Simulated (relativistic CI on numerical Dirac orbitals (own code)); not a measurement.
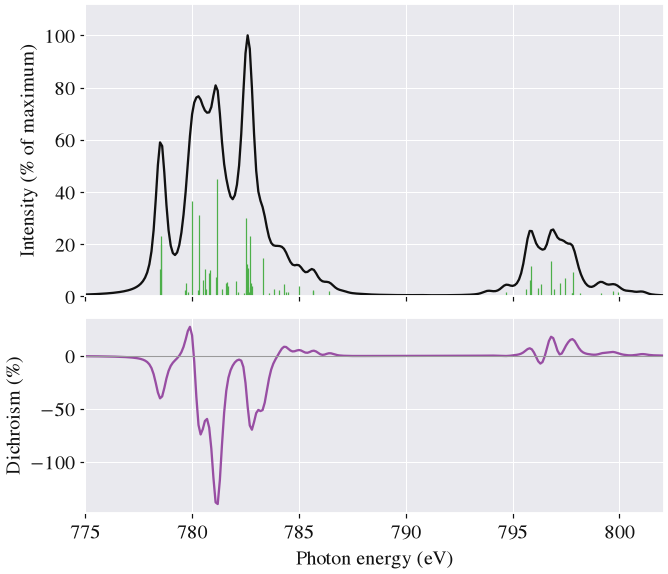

Computed core-level spectrum (absorption) of an ion of charge +2 in a field of Oh symmetry with 10Dq = 13,600 cm⁻¹. Sticks are the strongest transitions, on a scale of their own. Multiplet model: relativistic Dirac–Coulomb–Breit theory, one configuration a step, Slater integrals scaled by 1, 300 K, Voigt broadening (Lorentzian 0.4 eV, Gaussian 0.3 eV full widths), computed with a radial Dirac CI code. Dichroism is for the ground state at zero temperature, magnetised by an exchange field of 10 meV on Sz.

Q: Identify the element and the shell or line.

A: L₂,₃ X-ray absorption of Co²⁺, initial configuration [Ar] 3d⁷. The main maxima lie at 778.5 eV (59), 780.3 eV (77), 781.1 eV (81), 782.6 eV (100), 785.6 eV (10), 795.8 eV (25) and 796.9 eV (26), heights in % of the largest; the centroid is at 784.2 eV. The lower edge holds 0.82 of the intensity (branching ratio, edges parted at 791 eV, split at the minimum of the curve and uncertain by about 0.02), and the core spin-orbit splitting of the orbitals is 15.4 eV. The ground state has S = 1.50. The circular dichroism (Δm = −1 less Δm = +1) is largest at 781.2 eV, −140 % of the isotropic maximum; its integrals over the lower and upper edge are −0.161 and 0.020 of the sum over the three polarisations. The magnetised ground state has ⟨Lz⟩ = −0.84 and ⟨Sz⟩ = −1.05.

Note: free-ion energies, so absolute edge positions are off by a few eV from solids.
